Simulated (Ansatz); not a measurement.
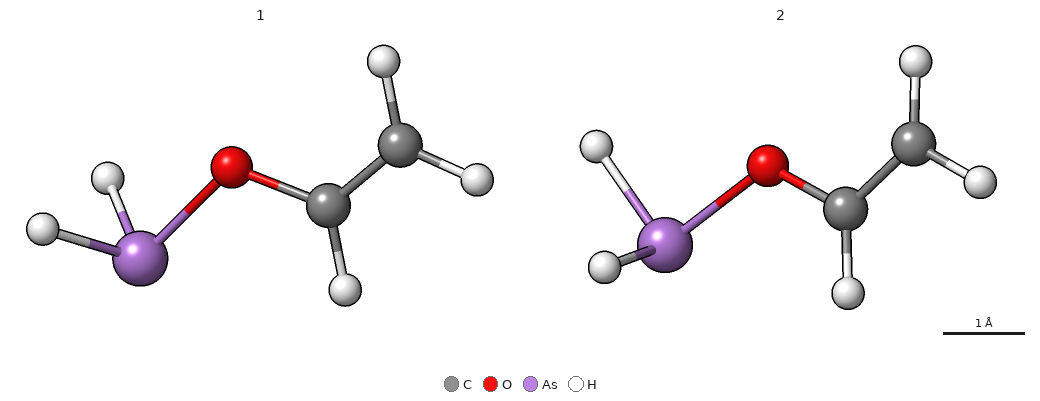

Two geometries of C2H5AsO, drawn at one scale. One is the start of a relaxation, the other its converged end. The picture is a ball-and-stick view, seen at a tilt.

Method: RKS PBE0-D4/def2-SVP in Ansatz 0.2.0. (no spin polarisation; force threshold 0.02 eV/Å; at most 50 steps)

Question: Which geometry has the lower energy?

Answer: Structure 1 is the relaxed one. The run prepares an end point of a later path (hydrogen shift) calculation, from a guessed geometry. The energy falls by 0.289 eV in 18 geometry steps. Largest force component: 3 eV/Å at the start, 0.013 eV/Å at the end. The forces were under the threshold at step 12, but the run went on from there. The atom that moves furthest after the best rigid fit is an H atom (0.72 Å). By element the largest moves are H 0.72 Å, O 0.46 Å, As 0.39 Å, C 0.08 Å. Near-neighbour distances that change, for instance: C–H 1.033 → 1.092 Å, C–H 1.140 → 1.091 Å, C–H 1.062 → 1.101 Å, As–H 1.559 → 1.528 Å. Among the angles between lasting bonds that change: H–As–H 96.7° → 91.4°, C–O–As 123.0° → 118.2°, O–C–H 119.9° → 116.2°. Groups turn about As–O by about 60°. The run took 78 s on 2 threads of Intel(R) Xeon(R) Processor @ 2.70GHz, on a shared host, peak memory 0.23 GiB.
